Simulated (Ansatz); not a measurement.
Geometry relaxation of Si2NH9 (part 2 of 2)

The same run, continued: Si2NH9; RKS PBE0-D4/6-31G* (Ansatz 0.2.0). It belongs to a series of runs on one base structure; here: end point B relaxed.

Geometry of the input (Å):
```
Si -0.5145  0.2728  -0.1609
H  0.4015  -1.3804  1.7268
H  0.6447  0.8697  0.5494
H  -0.8527  1.1704  -1.3039
H  -0.1718  -1.0671  -0.7085
N  -1.8888  0.0764  0.9644
H  -2.4608  -0.7416  0.7834
Si -2.6099  1.3215  1.9354
H  -3.2138  0.7128  3.1550
H  -1.5248  2.2662  2.3187
H  -3.6831  2.1055  1.2524
H  -0.2658  -1.2061  1.8952
```

**Trajectory as extended XYZ, continued**
```
12
Properties=species:S:1:pos:R:3:forces:R:3 step=7 energy=-17382.24154
Si   -0.6218    0.4096   -0.3295    0.0228   0.0271   0.0216
H     0.5336   -1.8367    2.3923   -0.0008  -0.0050   0.0109
H     0.4848    1.0873    0.3985    0.0034   0.0018  -0.0086
H    -0.9539    1.2472   -1.5206   -0.0121   0.0005  -0.0132
H    -0.1793   -0.9231   -0.8250   -0.0033  -0.0061   0.0058
N    -1.9463    0.1735    0.7736   -0.0357  -0.0504  -0.0180
H    -2.5293   -0.6344    0.5817    0.0111   0.0264   0.0048
Si   -2.5829    1.3207    1.9136    0.0199   0.0159   0.0021
H    -3.0771    0.6171    3.1306    0.0060  -0.0091   0.0012
H    -1.4709    2.2443    2.2663   -0.0030  -0.0022   0.0040
H    -3.7163    2.1400    1.3881   -0.0024  -0.0034  -0.0046
H    -0.0804   -1.4453    2.2376   -0.0059   0.0045  -0.0059
12
Properties=species:S:1:pos:R:3:forces:R:3 step=8 energy=-17382.22988 accepted=F
Si   -0.6156    0.4278   -0.3651    0.0320   0.0202   0.0623
H     0.3996   -1.8362    2.5343   -0.6805   0.5292  -0.4199
H     0.4604    1.1749    0.3457   -0.0324  -0.0228  -0.0418
H    -0.9851    1.2077   -1.5850   -0.0061  -0.0001   0.0032
H    -0.1184   -0.9025   -0.8192   -0.0062   0.0264   0.0127
N    -1.9251    0.1747    0.7543   -0.0479  -0.0813  -0.0753
H    -2.5184   -0.6230    0.5441    0.0379   0.0623   0.0319
Si   -2.5466    1.2937    1.9311    0.0239   0.0057   0.0154
H    -3.0024    0.5616    3.1475    0.0082   0.0003  -0.0142
H    -1.4353    2.2216    2.2743   -0.0086  -0.0013   0.0021
H    -3.7035    2.1079    1.4493    0.0083  -0.0078  -0.0055
H    -0.1495   -1.4080    2.1964    0.6714  -0.5306   0.4290
12
Properties=species:S:1:pos:R:3:forces:R:3 step=9 energy=-17382.24308
Si   -0.6172    0.4194   -0.3433   -0.0230  -0.0247  -0.0138
H     0.4640   -1.8211    2.4450   -0.0025  -0.0036   0.0085
H     0.4749    1.1312    0.3738   -0.0126   0.0026   0.0005
H    -0.9707    1.2274   -1.5499    0.0046  -0.0005   0.0054
H    -0.1481   -0.9126   -0.8166    0.0117   0.0037  -0.0036
N    -1.9391    0.1684    0.7607    0.1199   0.1890   0.0552
H    -2.5254   -0.6299    0.5638   -0.0979  -0.1468  -0.0440
Si   -2.5607    1.3044    1.9215   -0.0097  -0.0101  -0.0090
H    -3.0341    0.5865    3.1387    0.0031  -0.0010   0.0012
H    -1.4494    2.2303    2.2691    0.0024  -0.0070  -0.0046
H    -3.7062    2.1212    1.4172    0.0061  -0.0027   0.0059
H    -0.1278   -1.4251    2.2274   -0.0022   0.0011  -0.0016
12
Properties=species:S:1:pos:R:3:forces:R:3 step=10 energy=-17382.24458
Si   -0.6181    0.4310   -0.3669    0.0048  -0.0045   0.0039
H     0.3996   -1.8237    2.5183   -0.1520   0.1037  -0.0688
H     0.4531    1.1816    0.3437   -0.0175  -0.0103  -0.0087
H    -0.9870    1.2153   -1.5851   -0.0005  -0.0167   0.0077
H    -0.1120   -0.8959   -0.8202   -0.0042   0.0224   0.0004
N    -1.9324    0.1700    0.7437    0.0612   0.1064   0.0281
H    -2.5216   -0.6278    0.5432   -0.0500  -0.0745  -0.0246
Si   -2.5407    1.2898    1.9276   -0.0021  -0.0119  -0.0033
H    -2.9887    0.5573    3.1466    0.0015   0.0007  -0.0113
H    -1.4264    2.2150    2.2663   -0.0006  -0.0003  -0.0038
H    -3.6987    2.1070    1.4522    0.0123  -0.0097   0.0063
H    -0.1669   -1.4195    2.2381    0.1470  -0.1053   0.0742
12
Properties=species:S:1:pos:R:3:forces:R:3 step=11 energy=-17382.24554
Si   -0.6180    0.4405   -0.3788    0.0025  -0.0202  -0.0110
H     0.3657   -1.8311    2.5563   -0.1284   0.0929  -0.0656
H     0.4497    1.2015    0.3254   -0.0170  -0.0018  -0.0123
H    -1.0007    1.2115   -1.6010    0.0033   0.0002   0.0125
H    -0.1030   -0.8827   -0.8312    0.0031   0.0114   0.0057
N    -1.9246    0.1720    0.7383    0.0179   0.0375   0.0099
H    -2.5121   -0.6293    0.5379   -0.0079  -0.0135  -0.0072
Si   -2.5308    1.2837    1.9300   -0.0108  -0.0108  -0.0002
H    -2.9720    0.5423    3.1459    0.0063   0.0031  -0.0056
H    -1.4182    2.2118    2.2665   -0.0006  -0.0011   0.0012
H    -3.6942    2.0982    1.4645    0.0084  -0.0037   0.0033
H    -0.1818   -1.4183    2.2535    0.1232  -0.0940   0.0694
12
Properties=species:S:1:pos:R:3:forces:R:3 step=12 energy=-17382.24709
Si   -0.6184    0.4607   -0.4131    0.0121   0.0189   0.0012
H     0.2802   -1.8414    2.6405   -0.0671   0.0478  -0.0348
H     0.4355    1.2596    0.2688   -0.0078  -0.0052  -0.0034
H    -1.0356    1.2119   -1.6363    0.0006  -0.0159   0.0040
H    -0.0715   -0.8525   -0.8561   -0.0001   0.0055  -0.0033
N    -1.9024    0.1735    0.7245   -0.0531  -0.0884  -0.0333
H    -2.4829   -0.6372    0.5282    0.0505   0.0794   0.0224
Si   -2.5043    1.2660    1.9347    0.0001   0.0041   0.0132
H    -2.9222    0.5055    3.1469    0.0017   0.0036  -0.0049
H    -1.3966    2.2008    2.2681    0.0001   0.0009   0.0031
H    -3.6799    2.0755    1.4931   -0.0015  -0.0024   0.0013
H    -0.2418   -1.4223    2.3082    0.0644  -0.0483   0.0345
12
Properties=species:S:1:pos:R:3:forces:R:3 step=13 energy=-17382.24812
Si   -0.6165    0.4807   -0.4428    0.0071   0.0182  -0.0091
H     0.1824   -1.8501    2.7219   -0.0791   0.0647  -0.0564
H     0.4205    1.3208    0.2167   -0.0215  -0.0128  -0.0089
H    -1.0692    1.1972   -1.6752    0.0073  -0.0144   0.0211
H    -0.0352   -0.8222   -0.8739    0.0007   0.0094   0.0037
N    -1.8806    0.1746    0.7125   -0.0147  -0.0444  -0.0286
H    -2.4527   -0.6420    0.5213    0.0201   0.0393   0.0142
Si   -2.4774    1.2492    1.9413   -0.0039   0.0041   0.0194
H    -2.8727    0.4711    3.1501    0.0027   0.0029  -0.0081
H    -1.3753    2.1912    2.2732   -0.0011   0.0014  -0.0022
H    -3.6674    2.0508    1.5239    0.0044  -0.0027  -0.0005
H    -0.2957   -1.4211    2.3384    0.0780  -0.0658   0.0554
12
Properties=species:S:1:pos:R:3:forces:R:3 step=14 energy=-17382.24847
Si   -0.6165    0.4904   -0.4569    0.0039   0.0204   0.0040
H     0.1244   -1.8617    2.7657   -0.0940   0.0916  -0.0890
H     0.4078    1.3547    0.1916   -0.0232  -0.0155  -0.0110
H    -1.0870    1.1881   -1.6936    0.0101  -0.0197   0.0209
H    -0.0127   -0.8062   -0.8769   -0.0038   0.0156   0.0002
N    -1.8704    0.1751    0.7074    0.0070  -0.0190  -0.0226
H    -2.4381   -0.6448    0.5205    0.0049   0.0167   0.0088
Si   -2.4638    1.2421    1.9451   -0.0047   0.0025   0.0017
H    -2.8474    0.4555    3.1522    0.0044   0.0079  -0.0078
H    -1.3651    2.1898    2.2720   -0.0004  -0.0025   0.0025
H    -3.6603    2.0392    1.5376    0.0037  -0.0050   0.0040
H    -0.3107   -1.4221    2.3427    0.0921  -0.0931   0.0884
12
Properties=species:S:1:pos:R:3:forces:R:3 step=15 energy=-17382.24887
Si   -0.6163    0.4918   -0.4568    0.0030   0.0096   0.0006
H     0.1156   -1.8668    2.7671   -0.0470   0.0462  -0.0466
H     0.4039    1.3613    0.1898   -0.0151  -0.0090  -0.0080
H    -1.0884    1.1824   -1.6959    0.0038  -0.0075   0.0122
H    -0.0078   -0.8029   -0.8751   -0.0002   0.0088   0.0051
N    -1.8689    0.1754    0.7082   -0.0035  -0.0225  -0.0194
H    -2.4355   -0.6458    0.5231    0.0090   0.0222   0.0086
Si   -2.4630    1.2433    1.9449    0.0001  -0.0025   0.0081
H    -2.8442    0.4582    3.1535    0.0020   0.0028  -0.0057
H    -1.3647    2.1914    2.2715   -0.0018   0.0017  -0.0017
H    -3.6615    2.0378    1.5386    0.0050  -0.0021   0.0002
H    -0.3090   -1.4261    2.3385    0.0448  -0.0478   0.0466
12
Properties=species:S:1:pos:R:3:forces:R:3 step=16 energy=-17382.24926
Si   -0.6161    0.4941   -0.4579   -0.0006   0.0016  -0.0020
H     0.1020   -1.8781    2.7643   -0.0010  -0.0012   0.0001
H     0.3877    1.3839    0.1840    0.0003   0.0024  -0.0004
H    -1.0925    1.1640   -1.7057   -0.0007  -0.0019  -0.0009
H     0.0129   -0.7955   -0.8596    0.0024   0.0000   0.0017
N    -1.8686    0.1768    0.7061   -0.0003   0.0018   0.0031
H    -2.4377   -0.6422    0.5221   -0.0024  -0.0045  -0.0023
Si   -2.4581    1.2432    1.9464    0.0022   0.0042  -0.0001
H    -2.8335    0.4579    3.1562    0.0006  -0.0018   0.0003
H    -1.3600    2.1930    2.2683    0.0001   0.0006   0.0003
H    -3.6588    2.0364    1.5449    0.0003  -0.0006   0.0004
H    -0.3170   -1.4335    2.3381   -0.0009  -0.0006  -0.0002
12
Properties=species:S:1:pos:R:3:forces:R:3 step=17 energy=-17382.24972
Si   -0.6149    0.5081   -0.4718    0.0199  -0.0085  -0.0186
H     0.0404   -1.9060    2.7901    0.0132  -0.0188   0.0165
H     0.3553    1.4500    0.1498   -0.0152  -0.0120  -0.0120
H    -1.1143    1.1257   -1.7384    0.0058  -0.0046   0.0153
H     0.0627   -0.7682   -0.8409   -0.0059   0.0200   0.0071
N    -1.8567    0.1809    0.7002   -0.0090   0.0159   0.0181
H    -2.4231   -0.6414    0.5225    0.0025  -0.0089  -0.0098
Si   -2.4398    1.2395    1.9505    0.0023  -0.0028   0.0052
H    -2.7945    0.4470    3.1618   -0.0015  -0.0029   0.0008
H    -1.3453    2.1957    2.2650   -0.0029   0.0039  -0.0036
H    -3.6525    2.0231    1.5663    0.0047   0.0016  -0.0014
H    -0.3570   -1.4542    2.3523   -0.0139   0.0171  -0.0176
12
Properties=species:S:1:pos:R:3:forces:R:3 step=18 energy=-17382.24985
Si   -0.6135    0.5220   -0.4846    0.0522   0.0067  -0.0330
H    -0.0319   -1.9460    2.8125   -0.0042   0.0017  -0.0048
H     0.3151    1.5251    0.1096   -0.0396  -0.0456  -0.0277
H    -1.1381    1.0793   -1.7710    0.0179  -0.0220   0.0422
H     0.1220   -0.7355   -0.8143   -0.0278   0.0532   0.0109
N    -1.8427    0.1853    0.6976   -0.0155   0.0170   0.0277
H    -2.4036   -0.6427    0.5288    0.0098  -0.0070  -0.0132
Si   -2.4207    1.2374    1.9563    0.0007   0.0037  -0.0034
H    -2.7541    0.4395    3.1706    0.0009   0.0020  -0.0038
H    -1.3332    2.2057    2.2580   -0.0008  -0.0025   0.0014
H    -3.6446    2.0105    1.5864    0.0023  -0.0042   0.0005
H    -0.3945   -1.4805    2.3575    0.0041  -0.0031   0.0033
12
Properties=species:S:1:pos:R:3:forces:R:3 step=19 energy=-17382.25013
Si   -0.6132    0.5198   -0.4807    0.0226  -0.0017  -0.0161
H    -0.0203   -1.9463    2.8019   -0.0015  -0.0017  -0.0015
H     0.3208    1.5138    0.1145   -0.0150  -0.0145  -0.0104
H    -1.1349    1.0828   -1.7637    0.0059  -0.0075   0.0143
H     0.1138   -0.7391   -0.8145   -0.0107   0.0195   0.0050
N    -1.8437    0.1855    0.7011   -0.0092   0.0140   0.0223
H    -2.4026   -0.6440    0.5330    0.0050  -0.0062  -0.0095
Si   -2.4251    1.2407    1.9555    0.0018  -0.0031  -0.0052
H    -2.7625    0.4454    3.1701    0.0002   0.0004   0.0001
H    -1.3377    2.2086    2.2587   -0.0013   0.0002   0.0003
H    -3.6477    2.0128    1.5801    0.0011   0.0002   0.0003
H    -0.3866   -1.4798    2.3513    0.0012   0.0004   0.0004
12
Properties=species:S:1:pos:R:3:forces:R:3 step=20 energy=-17382.25035
Si   -0.6118    0.5236   -0.4805    0.0013  -0.0040  -0.0054
H    -0.0394   -1.9719    2.7937   -0.0025   0.0007  -0.0040
H     0.3084    1.5361    0.1017    0.0003   0.0015  -0.0012
H    -1.1421    1.0631   -1.7690    0.0006  -0.0001  -0.0002
H     0.1313   -0.7282   -0.7997    0.0011   0.0002   0.0002
N    -1.8373    0.1881    0.7062   -0.0081   0.0080   0.0163
H    -2.3902   -0.6467    0.5436    0.0044  -0.0009  -0.0046
Si   -2.4228    1.2455    1.9567    0.0025  -0.0051  -0.0040
H    -2.7551    0.4532    3.1745   -0.0010  -0.0003   0.0006
H    -1.3400    2.2197    2.2559   -0.0006   0.0012  -0.0007
H    -3.6494    2.0104    1.5795    0.0001   0.0008   0.0000
H    -0.3915   -1.4929    2.3447    0.0020  -0.0019   0.0032
```

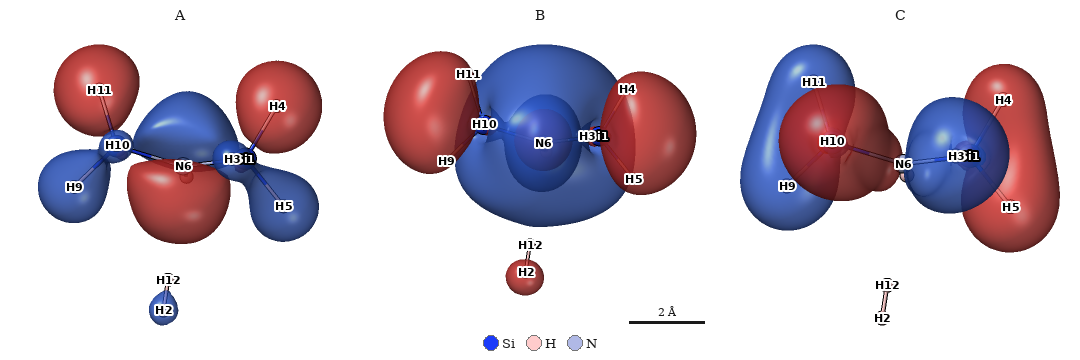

Three frontier orbitals at ±0.06 Å⁻³ᐟ² (blue and red are the two phases). C is the HOMO−1 (−9.40 eV). It lies mainly on Si1 (20 %), Si8 (20 %), H3 (15 %), H10 (15 %) and H5 (10 %). A is the HOMO (−7.35 eV). By Hirshfeld shares it lies mainly on N6 (50 %), Si1 (10 %) and Si8 (10 %). B is the LUMO (0.29 eV). It lies mainly on Si8 (30 %), Si1 (30 %) and N6 (10 %). The HOMO–LUMO gap is 7.64 eV between the orbital energies.

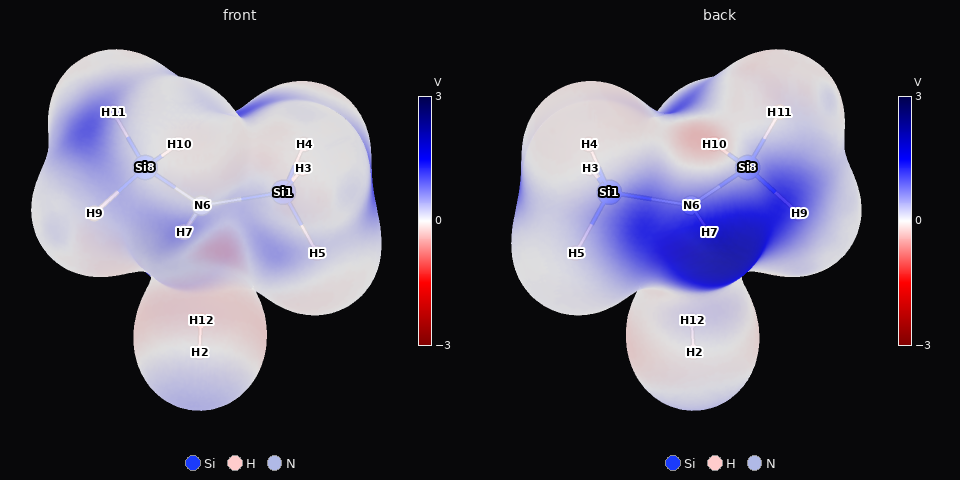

The molecular electrostatic potential painted on the density surface at 0.002 e/bohr³, seen at a tilt and from behind; red is negative and blue positive.
